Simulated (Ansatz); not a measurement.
```
atom    x (Å)    y (Å)    z (Å)
   B   0.0195  -0.3787  -0.4005
   F   0.0101  -0.0311   2.0916
   H   1.0557   0.1609  -0.6790
   H  -1.0398   0.1277  -0.6528
   H   0.0432  -1.4844   0.0651
   H   0.0227  -0.9203   1.8398
```

Method: Ansatz, RKS PBE0-D4/def2-SVPD.

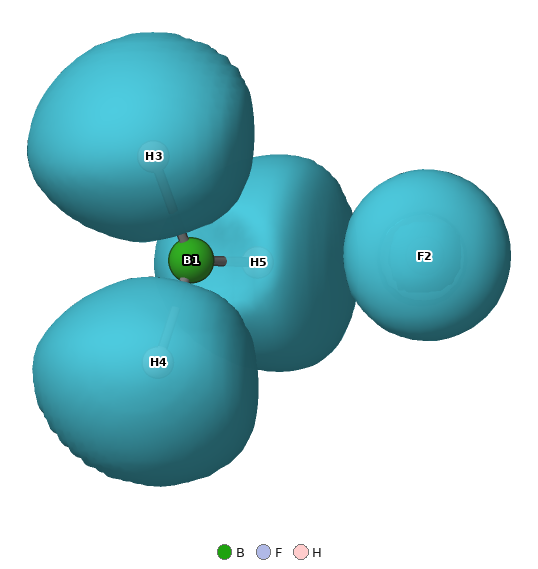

BH₃···HF. Isosurface of the ELF at 0.75 (cyan), seen across its widest extent. Only the valence region is drawn (cores and ρ < 0.01 e/Å³ removed).

> What do the ELF domains correspond to?

At this value the surface marks out three regions around hydrogen nuclei and one joined region spread over several atoms (F, H), in which their bonds and any lone pairs are merged. Profiles from the grid: B1···H6 (2.30 Å): the ELF dips to about 0.05 between them. F–H (0.92 Å): the ELF climbs to about 1 towards the hydrogen, as it does in any bond to H (an ordinary covalent bond to hydrogen).
